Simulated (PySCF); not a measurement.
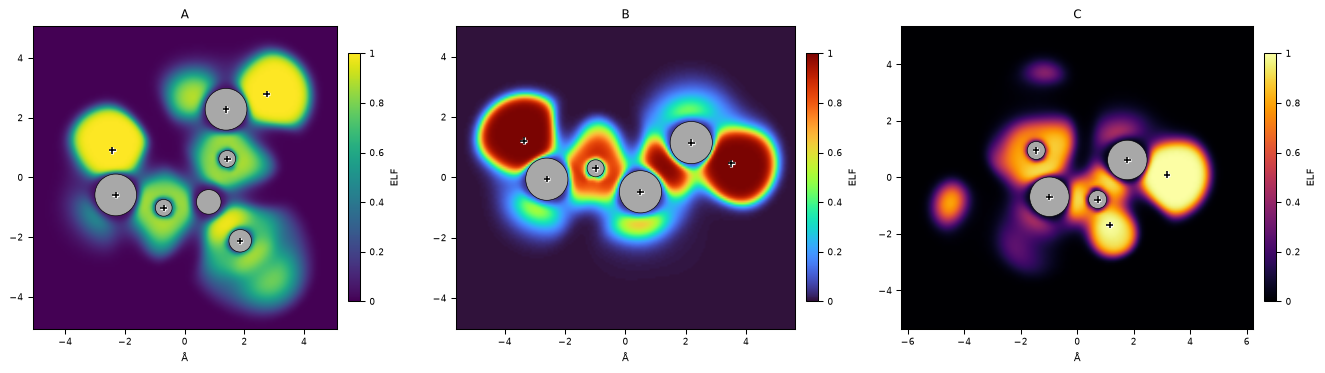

The electron localisation function of 3 systems, each on a plane through atoms (crosses mark nuclei in the plane; grey discs cover the cores).

All numbers below come from PySCF 2.14.0, PBE0/pcSseg-1, SCF density, gas phase, non-relativistic.

System 1: ClH12N3Si4, the plane of atoms N6, Si7 and H18. Geometry: PBE0-D3(BJ)/def2-SVP.

```yaml
atoms:
  - { symbol: Si, position_ang: [1.0839, -2.0271, 0.5430] }
  - { symbol: N, position_ang: [0.4096, -0.5264, -0.0544] }
  - { symbol: Si, position_ang: [0.1004, -0.0720, -1.6866] }
  - { symbol: N, position_ang: [0.0785, 1.6426, -1.8438] }
  - { symbol: Si, position_ang: [1.4465, 2.7288, -1.8861] }
  - { symbol: N, position_ang: [-1.3916, -0.7748, -2.1663] }
  - { symbol: Si, position_ang: [-2.5277, -1.4874, -1.0417] }
  - { symbol: Cl, position_ang: [1.6256, -0.8272, -2.8929] }
  - { symbol: H, position_ang: [2.5489, -1.9250, 0.8264] }
  - { symbol: H, position_ang: [0.3971, -2.4077, 1.8149] }
  - { symbol: H, position_ang: [0.8542, -3.0708, -0.4941] }
  - { symbol: H, position_ang: [0.3670, 0.2497, 0.6014] }
  - { symbol: H, position_ang: [-0.8192, 2.0101, -2.1479] }
  - { symbol: H, position_ang: [2.5643, 2.0595, -1.1617] }
  - { symbol: H, position_ang: [1.8908, 3.0692, -3.2729] }
  - { symbol: H, position_ang: [1.0903, 4.0060, -1.1951] }
  - { symbol: H, position_ang: [-1.5814, -0.9010, -3.1557] }
  - { symbol: H, position_ang: [-3.7428, -1.8466, -1.8339] }
  - { symbol: H, position_ang: [-2.9109, -0.5154, 0.0253] }
  - { symbol: H, position_ang: [-2.0127, -2.7238, -0.3773] }
```

System 2: H12OSi5 (SMILES [SiH3]O[Si]([SiH3])([SiH3])[SiH3]), the plane of atoms Si2, Si3 and H11. Geometry: PBE0-D3(BJ)/def2-SVP.

```xyz
18

Si   -0.5334    0.0085    2.2263
Si   -0.0423    0.3403   -0.0511
Si    0.2977    2.6233   -0.4600
Si   -1.8721   -0.4287   -1.3135
O     1.3544   -0.4852   -0.4802
Si    1.9821   -2.0215   -0.4324
H    -0.7690   -1.4414    2.5125
H     0.5861    0.4931    3.0921
H    -1.7750    0.7729    2.5640
H     1.4366    3.1431    0.3577
H    -0.9478    3.3619   -0.0814
H     0.5837    2.8644   -1.9077
H    -2.1075   -1.8860   -1.0675
H    -1.6403   -0.2206   -2.7766
H    -3.0934    0.3319   -0.9014
H     1.1581   -2.9444   -1.2717
H     1.9888   -2.5311    0.9736
H     3.3747   -1.9746   -0.9565
```

System 3: CH9NO3Si4, the plane of atoms O6, Si7 and H18. Geometry: PBE0-D3(BJ)/def2-SVP.

```xyz
18

Si   -1.6871   -2.0217   -0.7811
O    -0.9691   -1.2605    0.5133
Si    0.0745   -0.1624    1.1052
O     1.5535   -0.3333    0.4518
Si    2.5898   -0.2781   -0.8492
O    -0.4907    1.3523    0.9225
Si   -1.0406    2.5733   -0.0652
C     0.2345   -0.4718    2.9161
N     0.3383   -0.6677    4.0531
H    -2.8584   -2.7896   -0.2815
H    -2.1329   -0.9960   -1.7712
H    -0.7051   -2.9392   -1.4274
H     3.8050   -1.0680   -0.5160
H     1.9109   -0.8636   -2.0442
H     2.9559    1.1390   -1.1334
H    -2.4317    2.2681   -0.5079
H    -1.0133    3.8464    0.7028
H    -0.1527    2.6783   -1.2619
```

Which map belongs to which system?

Panel A is system 3, CH9NO3Si4: the plane holds O, Si, C and H. Panel B is system 2, H12OSi5: the plane holds Si, O and H. Si–O (1.66 Å): the ELF peaks at about 0.85 between the atoms (a shared but strongly polarised pair). Panel C is system 1, ClH12N3Si4: the plane holds N, Si and H. Si–N (1.72 Å): the ELF peaks at about 0.90 between the atoms: a shared but strongly polarised pair.
